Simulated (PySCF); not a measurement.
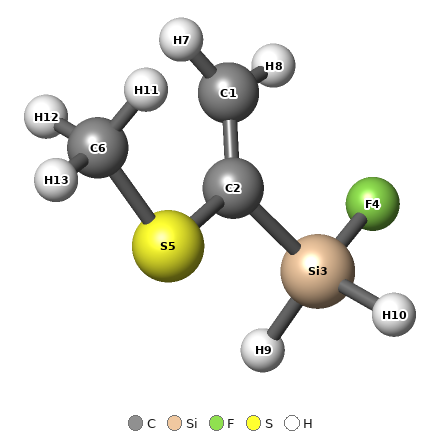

C₃H₇FSSi, SMILES C=C([SiH2]F)SC. Vertical core-electron binding energies by ΔSCF (PBE, pcX-2 on the ionised atom, pcseg-1 elsewhere, spin-free X2C; PySCF, at a PBE0-D3(BJ)/def2-SVP geometry (no frequency check)), gas phase, against the vacuum level. One atom of each kind was ionised; within a panel, areas follow the number of like atoms, Gaussians of 0.4 eV full width. Only the regions named are shown.

### Predict the C 1s photoelectron lines.

| level | atoms | binding energy (eV) |
| --- | --- | --- |
| C 1s | C6 | 290.7 |
| C 1s | C2 | 290.0 |
| C 1s | C1 | 289.2 |

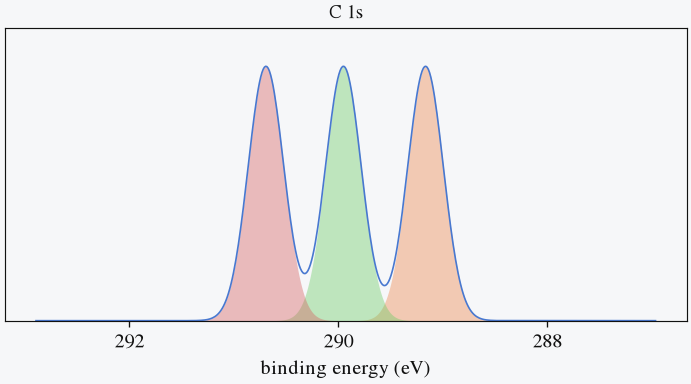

Caveats: one conformer of a flexible molecule.
